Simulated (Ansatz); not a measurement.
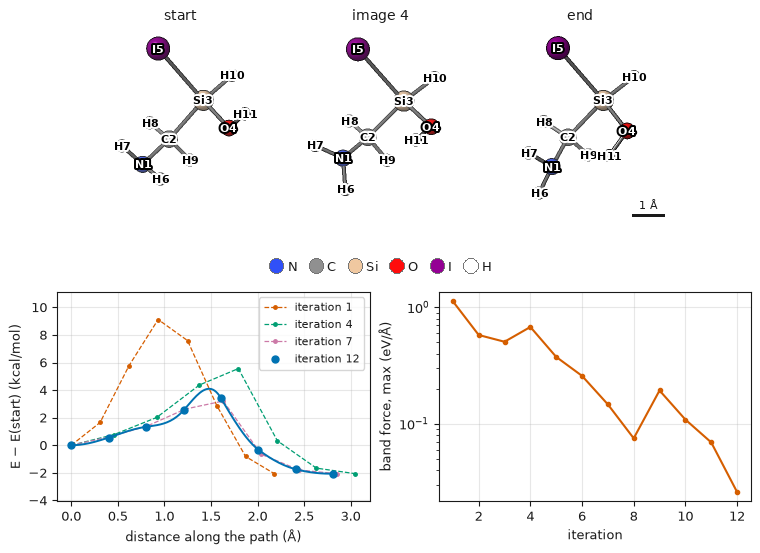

A nudged-elastic-band calculation for CH$_{6}$INOSi. Images are numbered from 0 (start) to 7 (end). The plot follows the band through its iterations. Style: ball-and-stick. Shown from a free direction.

Computed with Ansatz, RKS CAM-B3LYP-D4/def2-SVP. Run with 6 movable images; no climbing image; force threshold 0.05 eV/Å; iteration limit 48; starting path by image-dependent pair potential.

Judge this run.

Answer. The run is converged, with reservations. The band converged in 12 iterations. The largest component of the band force went from 1.1 to 0.026 eV/Å. No image climbed, so the highest image needn't lie on the saddle point, and the true maximum along this path can be higher. The first iteration put the highest image at 9.12 kcal/mol. Forward barrier 3.41 kcal/mol, backward barrier 5.47 kcal/mol, with image 4 at the top; the reaction energy is −2.06 kcal/mol.

The run took 6.1 min on 2 threads of Arm Neoverse V1 (shared host), peak memory 0.37 GiB.
